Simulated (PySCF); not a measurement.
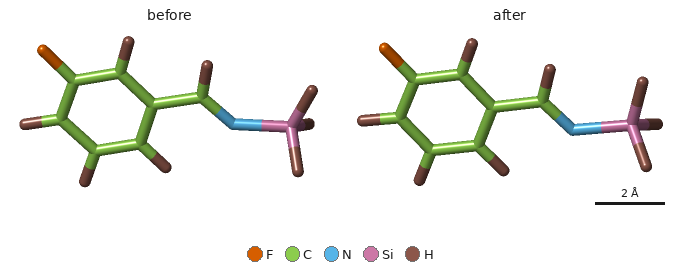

The structure of C$_{7}$H$_{8}$FNSi before (left) and after (right) a relaxation, at one scale.

Style: stick. Shown at a tilt.

The start comes from GFN2-xTB. Its atoms were then displaced at random by about 0.01 Å.

The calculation used PySCF, PBE0-D3(BJ)/def2-SVP geometry optimisation, gas phase. 

> What changed between the two?

The atom that moves furthest after the best rigid fit is an H atom (0.37 Å). By element the largest moves are H 0.37 Å, N 0.19 Å, C 0.15 Å, F 0.13 Å, Si 0.06 Å. Among the contacts that change: N–Si 1.698 → 1.748 Å, H–Si 1.455 → 1.503 Å, C–C 1.344 → 1.389 Å, C–H 1.049 → 1.092 Å. Among the angles between lasting bonds that change: C–N–Si 135.4° → 125.3°, N–Si–H 102.5° → 108.4°, N–Si–H 117.2° → 112.3°. Over 10 geometry steps the energy falls by 6.31 kcal/mol.
